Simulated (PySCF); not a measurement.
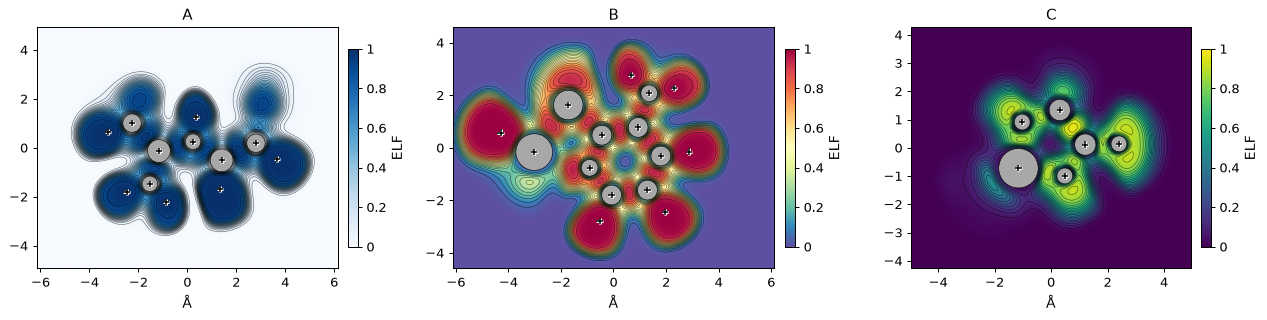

The electron localisation function of 3 systems, each on a plane through atoms (crosses mark nuclei in the plane; grey discs cover the cores).

All numbers below come from PBE0/pcSseg-1, SCF density, gas phase, non-relativistic (PySCF 2.14.0).

System 1: C₅H₈N₂SSi (SMILES Nc1cccnc1S[SiH3]), the plane of atoms C4, C5 and N6. Geometry: GFN2-xTB.

```xyz
17

N    -0.8290    2.4575   -0.5733
C    -0.8068    1.1003   -0.4224
C    -1.9043    0.2845   -0.6691
C    -1.8286   -1.0833   -0.4169
C    -0.6549   -1.6142    0.0712
N     0.4044   -0.8425    0.3006
C     0.3500    0.4601    0.0696
S     1.8501    1.2219    0.4229
Si    2.4916   -0.8237    0.9694
H    -1.5354    2.8572   -1.1667
H     0.0659    2.9200   -0.5554
H    -2.8142    0.7202   -1.0553
H    -2.6782   -1.7198   -0.6047
H    -0.5306   -2.6647    0.2857
H     3.8731   -0.4511    1.3484
H     2.6670   -1.6078   -0.2434
H     1.8729   -1.2024    2.2296
```

System 2: C₃H₆O₃Si, the plane of atoms Si2, O3 and C4. Geometry: GFN2-xTB.

```xyz
13

C     2.1836   -0.3124    0.1504
Si    0.4831   -0.3273   -0.6601
O    -0.6595   -1.0805    0.2444
C    -1.7306   -0.2407    0.5564
C    -1.4172    1.1612    0.0373
O    -2.1189    2.1182    0.1684
O    -0.2490    1.1735   -0.5890
H     2.1569    0.0686    1.1686
H     2.8710    0.3026   -0.4197
H     2.5920   -1.3163    0.1804
H     0.4133   -0.7340   -2.0566
H    -2.6487   -0.6025    0.0833
H    -1.8804   -0.2099    1.6393
```

System 3: C₄H₁₄B₂N₂Si (SMILES NB(C[SiH3])NBC1CC1), the plane of atoms N5, B6 and H18. Geometry: GFN2-xTB.

```xyz
23

N     1.5620   -0.3787    2.2882
B     1.2053   -0.5579    0.9548
C     2.2745   -1.0473   -0.1081
Si    2.9734    0.4100   -1.1066
N    -0.1311   -0.2523    0.5032
B    -1.2436    0.2658    1.1713
C    -2.5794    0.5349    0.3987
C    -2.5747    0.9797   -1.0489
C    -3.0461   -0.3881   -0.7070
H     0.9173   -0.0371    2.9785
H     2.4798   -0.5626    2.6511
H     1.8329   -1.7561   -0.8112
H     3.1072   -1.5669    0.3678
H     3.6979    1.3388   -0.2331
H     1.8984    1.1412   -1.7892
H     3.8974   -0.1018   -2.1280
H    -0.2601   -0.4286   -0.4841
H    -1.1773    0.5025    2.3204
H    -3.3919    0.9599    0.9796
H    -3.3037    1.7154   -1.3561
H    -1.6208    1.0908   -1.5450
H    -2.4200   -1.2304   -0.9636
H    -4.1023   -0.6040   -0.7768
```

Question: Match each panel to its system.

Answer: Panel A is system 3, C₄H₁₄B₂N₂Si: the plane holds N, B, C and H. B–N (1.39 Å): the ELF peaks at about 0.90 between the atoms, as expected for a polar covalent bond. Panel B is system 1, C₅H₈N₂SSi: the plane holds N, C, S, Si and H. C–N (1.32 Å): the ELF peaks at about 0.90 between the atoms: localised, covalent bonding. Panel C is system 2, C₃H₆O₃Si: the plane holds Si, O and C. C–O (1.19 Å): the ELF peaks at about 0.85 between the atoms; a short, multiple covalent bond.
